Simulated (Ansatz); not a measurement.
Three curves of one kind of scan: energy against volume (even scaling of the relaxed cell, symmetry kept). The numbers are results of PBEsol (plane waves to 420 eV, PAW, scalar-relativistic; Ansatz, a quantum-chemistry and plane-wave program), not measurements. Each is measured from its own zero (the relaxed starting cell). 

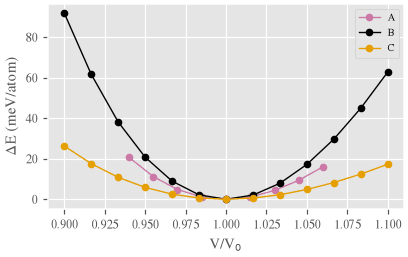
Figure. Curves A, B and C.

```
V/V₀   ΔE (meV/atom)
-----  -------------
0.940             21
0.970              5
1.000              0
1.030              4
1.060             16
```

Task: Which curve does this table belong to?

Result: Curve A, which is Sn$_{4}$Pd (space group Ccce). The others: B is CrO$_{2}$ (rutile); C is K₂NaInP₂ (space group Ibam).

All were relaxed with their symmetry unable to fall. CrO2 is run spin-polarised and with no Hubbard U. Relaxed CrO2 ends ferromagnetic. Sn4Pd is run without spin polarisation. The magnetic order is the one the run started from; other orders were not tried. (This holds for the magnetic or f-shell members.)

(Under strain, the slope of the energy per volume gives the stress and its curvature an elastic modulus.)
